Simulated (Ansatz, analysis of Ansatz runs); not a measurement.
# Interstitial Mn in Si: charge-transition level, PBE

Subject: interstitial Mn in Si. Wanted: its charge-transition level, in one set-up (PBE, 32-site cell, PBE lattice, 420 eV, k: the single point 1/4 1/4 1/4 then 2x2x2 shifted 0.5 0.5 0.5, SCF cut short). The model is a cell of 32 host atoms with 1 Mn put in. The level is the Fermi energy at which two charge states have equal formation energy, after a correction for the images of the charge.

What was measured. (+1/0) level below the conduction-band bottom: 0.42 eV, by DLTS (quoted in “Electronic structure of transition-atom impurities in semiconductors: Substitutional 3d impurities in silicon”, 1983, A. Zunger and U. Lindefelt, quoting earlier work (1981)).

Program: Ansatz 0.2.0. Level of theory: plane-wave PAW DFT, PBE; relaxation of all atoms of a defect supercell. Results are calculated unless marked as measured.

### Step 1. The structure

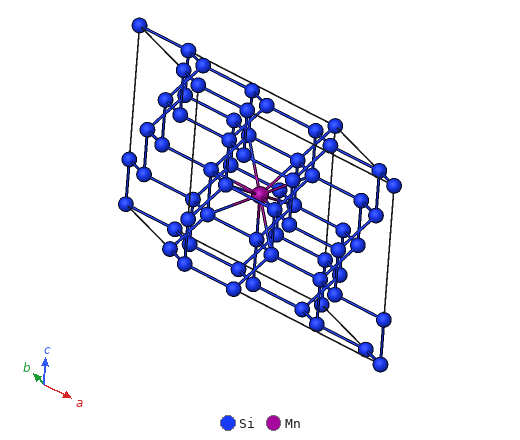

Start, viewed slightly off an axis; silicon blue, manganese purple. Some periodic images of atoms are drawn too.

The cell holds 33 atoms: 32 Si and 1 Mn. Its edges and angles: a = 9.474 Å, b = 9.474 Å, c = 9.474 Å, α = 109.5°, β = 109.5°, γ = 109.5°. It derives from Si (space group Fd-3m). Nearest the centre at fractional (0.250, 0.250, 0.250): Mn33 at 0.00 Å, Si6 at 2.37 Å, Si5 at 2.37 Å, Si2 at 2.37 Å, Si11 at 2.37 Å, Si21 at 2.73 Å, Si18 at 2.73 Å, Si17 at 2.73 Å. The cell carries charge +1.

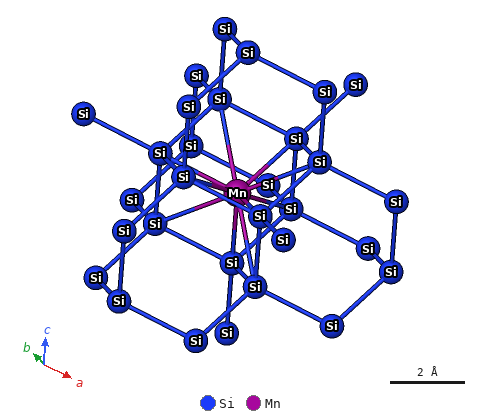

The atoms within 5 Å of the centre.

The host's primitive cell comes from a first run (plane-wave PAW DFT, PBE; relaxation of the host's cell and atoms): vectors of 3.868, 3.868 and 3.868 Å. That is 20.46 Å³ an atom, 2.2 % over the diffraction cell's volume. The supercell is built on it.

### Step 2. Relaxation, charge +1

Every later number rests on the structure around the defect, so the atoms are relaxed at the host's lattice first.

File relax0/input.yaml:

```yaml
relax:
  f_tol: 0.02
  max_steps: 80
  random_displacement: { amplitude: 0.02, seed: 152 }
crystal:
  lattice:
    - [-5.46978324, 5.46978324, 5.46978324]
    - [5.46978324, -5.46978324, 5.46978324]
    - [5.46978324, 5.46978324, -5.46978324]
  atoms:
    - { symbol: Si, position: [0.0, 0.0, 0.5] }
    - { symbol: Si, position: [0.0, 0.25, 0.25] }
    - { symbol: Si, position: [0.0, 0.5, 0.0] }
    - { symbol: Si, position: [0.0, 0.75, 0.75] }
    - { symbol: Si, position: [0.25, 0.0, 0.25] }
    - { symbol: Si, position: [0.25, 0.25, 0.0] }
    - { symbol: Si, position: [0.25, 0.5, 0.75] }
    - { symbol: Si, position: [0.25, 0.75, 0.5] }
    - { symbol: Si, position: [0.5, 0.0, 0.0] }
    - { symbol: Si, position: [0.5, 0.25, 0.75] }
    - { symbol: Si, position: [0.5, 0.5, 0.5] }
    - { symbol: Si, position: [0.5, 0.75, 0.25] }
    - { symbol: Si, position: [0.75, 0.0, 0.75] }
    - { symbol: Si, position: [0.75, 0.25, 0.5] }
    - { symbol: Si, position: [0.75, 0.5, 0.25] }
    - { symbol: Si, position: [0.75, 0.75, 0.0] }
    - { symbol: Si, position: [0.0, 0.0, 0.25] }
    - { symbol: Si, position: [0.0, 0.25, 0.0] }
    - { symbol: Si, position: [0.0, 0.5, 0.75] }
    - { symbol: Si, position: [0.0, 0.75, 0.5] }
    - { symbol: Si, position: [0.25, 0.0, 0.0] }
    - { symbol: Si, position: [0.25, 0.25, 0.75] }
    - { symbol: Si, position: [0.25, 0.5, 0.5] }
    - { symbol: Si, position: [0.25, 0.75, 0.25] }
    - { symbol: Si, position: [0.5, 0.0, 0.75] }
    - { symbol: Si, position: [0.5, 0.25, 0.5] }
    - { symbol: Si, position: [0.5, 0.5, 0.25] }
    - { symbol: Si, position: [0.5, 0.75, 0.0] }
    - { symbol: Si, position: [0.75, 0.0, 0.5] }
    - { symbol: Si, position: [0.75, 0.25, 0.25] }
    - { symbol: Si, position: [0.75, 0.5, 0.0] }
    - { symbol: Si, position: [0.75, 0.75, 0.75] }
    - { symbol: Mn, position: [0.25, 0.25, 0.25], spin: 4.0 }
  host:
    repeats: [1, 1, 1]
    atoms:
      - { symbol: Si, position: [0.0, 0.0, 0.5] }
      - { symbol: Si, position: [0.0, 0.25, 0.25] }
      # ... 30 more atoms of the perfect host
total_charge: 1
basis:
  ecutwfc: 420
  xc_grid: 2
hamiltonian:
  xc: pbe
kpoints:
  mp_grid: { grid: [1, 1, 1], shift: [0.25, 0.25, 0.25] }
magnetization:
  spin_polarized: true
  initial_magnetization: 4
  spin_locking: { lock_magnetization: hard }
scf:
  occupations: { method: fermi_dirac, width: 0.01 }
  max_iter: 3
output:
  forces: true
  charged_corrections:
    epsilon: 12.98
    static_epsilon: 12.98
    defect_position: [0.25, 0.25, 0.25]
checkpoint:
  write: "../relax0.run"
  compress: false
  write_wavefunctions: true
  write_every: 100000
```

Run with:

```sh
> ansatz run input.yaml --threads 2 --pin off --max-ram 4710MiB --backend cpu --events-out ev --progress --plain --runs-dir out
```

Numbers of over 12 decimals in the logs are rounded to 6 here.

The log of the run:

```text
[... repeated set-up lines and file paths are left out, and long positions are rounded to six places ...]
Engine: ansatz 0.2.0, aarch64-unknown-linux-gnu
Pseudopotentials: kind: paw
Pseudopotential: Si, paw, valence charge 4, recommended cutoff 420 eV (normal), Si.paw.azcp
Pseudopotential: Mn, paw, valence charge 15, recommended cutoff 420 eV (normal), Mn.paw.azcp
Functional definition: PBE
  parameter kappa = 0.804
  parameter beta = 0.066725
  exchange = pbe_x(kappa = kappa, mu = beta*pi^2/3)
  correlation = pbe_c(beta = beta)
Crystal: 33 atoms, lattice volume = 654.591 Å³
Basis set: ecut = 420 eV, 12839 PW (Γ), exchange–correlation on 128×128×128 points (8 copies of the dense FFT grid, shifted against one another)
Bands: 106, of which v1, the nominal top of the filled ones, is band 71 counted from 1 (70 counted from 0)
Symmetry: 1 space group operations
k-points: 1
Non-local potential: Si, projectors of the file, l = 0: 2, l = 1: 2, l = 2: 2
Non-local potential: Mn, projectors of the file, l = 0: 3, l = 1: 2, l = 2: 3, l = 3: 1
PAW form: soft (Blöchl's): semilocal exchange-correlation on the pseudo side does not see the compensation charge
PAW one-centre angular grid: Si, 110 points (default); XC on 64 Gauss nodes
PAW one-centre angular grid: Mn, 590 points (default); XC on 64 Gauss nodes
Initial density: superposition of atomic densities (chi_scale 0.1, normalization cell)
Starting moments: Σ|m| = 4 μB on 1 of 33 sites
Initial wavefunctions: pseudopotential atomic-orbital guess
Functional: x = pbe(κ = 0.804, μ = 0.219515), c = pbe(β = 0.066725)
SCF iter   1: F=—  HF=-24248.029908 eV  |F-HF|=—  |Δ(HF+E_count)|=         —  Δρ=2.58e-2 (↑2.42e-2 ↓2.58e-2)  dr2=1.85e1  dr2_m=7.90e-2  M=4.000 μB ∫|m|=4.243 μB  β_m=0.30  ethr=3.10e-3  ⟨swp⟩=1.0  Hψ=1150  notcnv=0
preconditioner: auto → Resta (q_TF=auto, 2.115 Å⁻¹)  ε∞=5.5  [insulator: Δε(μ)=1.252 eV  Ē_g=7.895 eV  σ=0.010 eV  W_gap=0.52  n_scr=86 (ndim 8)  ℏωp=16.8 eV  f_vac=0.000  D(μ)=61.15/eV (n_scr^D=766)  ε∞_Penn≈5.5]
spin=Collinear: Resta preconditioning applied to the charge; magnetization (m = ρ↑ − ρ↓) channel mixes plain (no charge-response kernel on spin).
SCF iter   2: F=—  HF=-24247.924301 eV  |F-HF|=—  |Δ(HF+E_count)|=   1.06e-1  Δρ=1.84e-2 (↑1.78e-2 ↓1.84e-2)  dr2=8.67e0  dr2_m=1.47e-1  M=4.000 μB ∫|m|=4.295 μB  β_m=0.60  ethr=3.10e-3  ⟨swp⟩=1.0  Hψ=526  notcnv=0
SCF iter   3: F=—  HF=-24247.144434 eV  |F-HF|=—  |Δ(HF+E_count)|=   7.80e-1  Δρ=1.18e-2 (↑1.12e-2 ↓1.18e-2)  dr2=3.61e0  dr2_m=1.42e-2  M=4.000 μB ∫|m|=4.346 μB  β_m=0.52  ethr=3.10e-3  ⟨swp⟩=1.0  Hψ=616  notcnv=0
Error: did not converge after 3 iterations: dr2 = 3.61e0 (threshold 1.00e-5), under the density mixer `msr1`, which `scf.mixing.algorithm: auto` chose by the deck's other keys (type `scf.mixing.algorithm: msr1` to keep it); [...]
```

The job ended after 6.3 s (2 threads of Arm Neoverse V2, shared host; peak memory 1 GiB).

Reading the cycles: dr2 is the Hartree energy of the density residual (eV), the measure of convergence; HF is the Harris–Foulkes estimate of the energy, which meets the free energy F at convergence.

No converged result was reached; the numbers in the log don't describe the system.

The program's message: “Error: did not converge after 3 iterations: dr2 = 3.61e0 (threshold 1.00e-5), under the density mixer `msr1`, which `scf.mixing.algorithm: auto` chose by the deck's other keys (type `scf.mixing.algori …”

### Step 3. Outcome

The charge-transition level was not obtained, because the step “relaxation, charge +1” did not converge; the cause lies in the set-up: too few SCF iterations.

[Logs are printed without paths, hosts, clocks, repeated set-up lines and the standing remarks that a program may print on its own settings, such as how far it seeks lower states.]

[Hosts, paths, dates, database ids (printed as entryN), source tags and the programs' standing remarks are cut or masked in the printed files.]

[For some hosts the program warned that the k-mesh of the response run may be too coarse for force constants and the static dielectric constant; such warnings are not shown here.]
